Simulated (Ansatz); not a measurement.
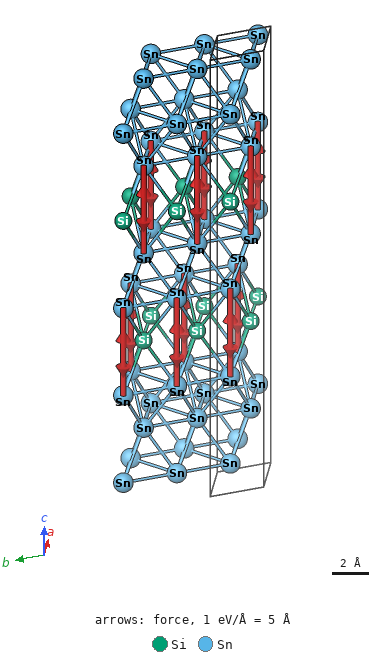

Starting geometry of solid SiSn₄ (a generated structure, set up in P-3m1) (coarse preliminary run) with the computed forces as red arrows. Style: ball-and-stick. Shown: the cell of the calculation, repeated 2 × 3 × 1 with one cell outlined, from a free direction.

All numbers below come from Ansatz 0.2.0, DFT PBE, scalar-relativistic, plane waves, PAW.

Input file:
```yaml
crystal:
  lattice:
    - [3.28377166, 0.0, 0.0]
    - [-1.64188583, 2.84382968, 0.0]
    - [0.0, 0.0, 27.30254436]
  atoms:
    - { symbol: Si, position: [0.66666667, 0.33333333, 0.35] }
    - { symbol: Si, position: [0.33333333, 0.66666667, 0.65] }
    - { symbol: Sn, position: [0.66666667, 0.33333333, 0.15] }
    - { symbol: Sn, position: [0.66666667, 0.33333333, 0.55] }
    - { symbol: Sn, position: [0.66666667, 0.33333333, 0.75] }
    - { symbol: Sn, position: [0.66666667, 0.33333333, 0.95] }
    - { symbol: Sn, position: [0.33333333, 0.66666667, 0.05] }
    - { symbol: Sn, position: [0.33333333, 0.66666667, 0.25] }
    - { symbol: Sn, position: [0.33333333, 0.66666667, 0.45] }
    - { symbol: Sn, position: [0.33333333, 0.66666667, 0.85] }
basis:
  ecutwfc: 420
kpoints:
  mp_grid: { grid: [6, 6, 1] }
hamiltonian:
  xc: pbe
scf:
  occupations: { method: gaussian, width: 0.1 }
  lower_state_search: "off"
output:
  forces: true
  stress: true
  eigenvalues: true
relax:
  adjacent_minimum: "off"
  f_tol: 0.04
  max_steps: 70
  cell: { stress_tol: 0.4 }
```

Launched with:
```bash
ansatz run input.yaml --threads 1 --pin off --max-ram 2560MiB --backend cpu --events-out ev --progress --plain --runs-dir out
```

Is this structure relaxed? If not, where do the atoms go?

Answer. It isn't relaxed: the largest force vector, on Sn atoms, is 0.88 eV/Å. The final displacements follow the starting forces only in part (cosine between the two patterns 0.61). The largest moves relative to the cell, 0.70 Å, are those of Sn5 and Sn8. Sn8 goes along +c. Largest moves by element: Sn 0.70 Å, Si 0.30 Å. The volume changes by +1.3 %, with a = b 3.284 → 3.258 Å (−0.8 %), c 27.303 → 28.086 Å (+2.9 %). Some distances before and after: Sn6–Sn7 3.324 → 3.636 Å, Si1–Sn9 3.324 → 3.035 Å, Sn3–Sn7 3.324 → 3.607 Å, Sn4–Sn9 3.324 → 3.589 Å. The space group stays P-3m1 (No. 164). After 5 accepted moves (6 points after the start) the energy has fallen by 81.9 meV per atom. Largest force component: 0.88 eV/Å at the start, 0.019 eV/Å at the end. The pressure goes from 1.02 to −0.02 GPa. The SCF was repeated once at an unchanged geometry on a basis and grid sized afresh for the cell, which shifted the energy by 0.1 meV per atom at most. The run took 55 s on 1 thread of Intel(R) Xeon(R) Platinum 8488C (Sapphire Rapids), with other jobs on the host, peak memory 0.61 GiB.
